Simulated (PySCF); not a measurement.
**TaCl (quintet): density, localisation and related maps**

| atom | x (Å) | y (Å) | z (Å) |
| --- | --- | --- | --- |
| Ta | 0.0000 | 0.0000 | -0.3725 |
| Cl | 0.0000 | 0.0000 | 1.9275 |

Core potentials replace the inner electrons of Ta.

The calculation used PBE0/def2-TZVPPD, non-relativistic Hamiltonian with scalar-relativistic core potentials where named, at a bond length of 2.300 Å (PySCF 2.14.0).

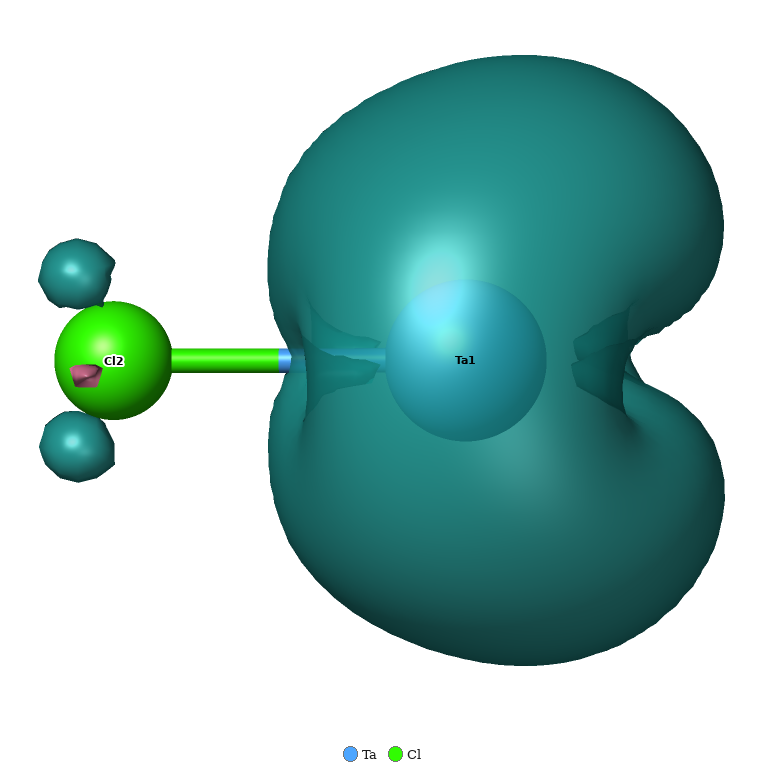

Figure 1. Isosurfaces of the spin density at +0.03 (teal) and −0.03 e/Å³ (pink), seen from one side.

Which atoms carry the spin?

Answer. The unpaired spin (4 electrons) lies mostly on Ta1 (about 3.9) and Cl2 (about 0.1), in electrons by Hirshfeld's partition.

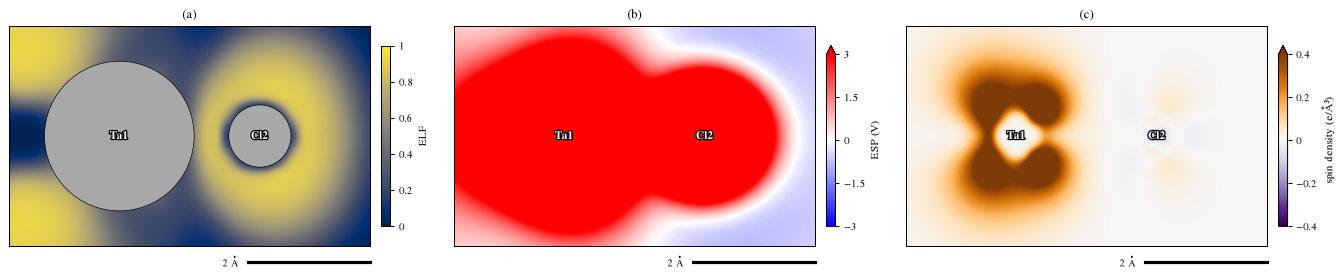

Figure 2. (a) electron localisation function; (b) electrostatic potential; (c) spin density on a plane that holds the molecular axis. Grey discs cover the atomic cores in the ELF map.

Read the bonding off the picture.

Answer. Atoms in the plane: Ta and Cl. Ta–Cl (2.30 Å): the ELF peaks at about 0.85 in the valence shell of Cl, 0.9 Å from its nucleus, and is about 0.40 at the midpoint.

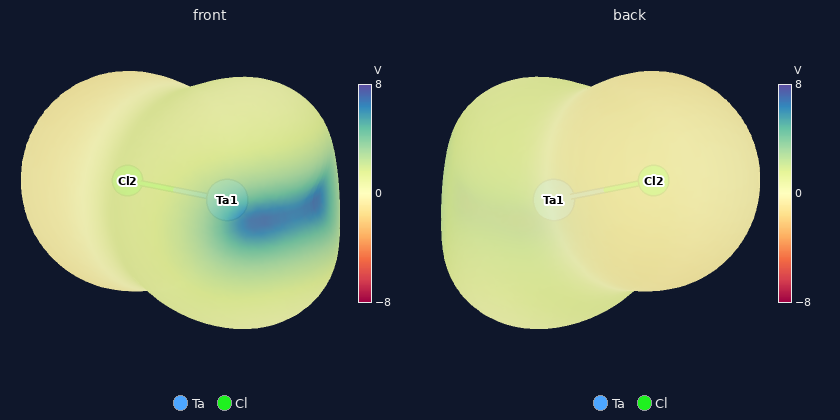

Figure 3. The molecular electrostatic potential painted on the density surface at 0.004 e/bohr³, seen from the front and from behind; the colour scale runs from red (negative) to blue (positive).

Which sites attract a positive test charge, and which a negative one?

Answer. A positive charge is drawn to the negative regions and a negative charge to the positive ones. The most negative region (about −0.7 V) lies over Cl2, the most positive (about +6.8 V) over Ta1.
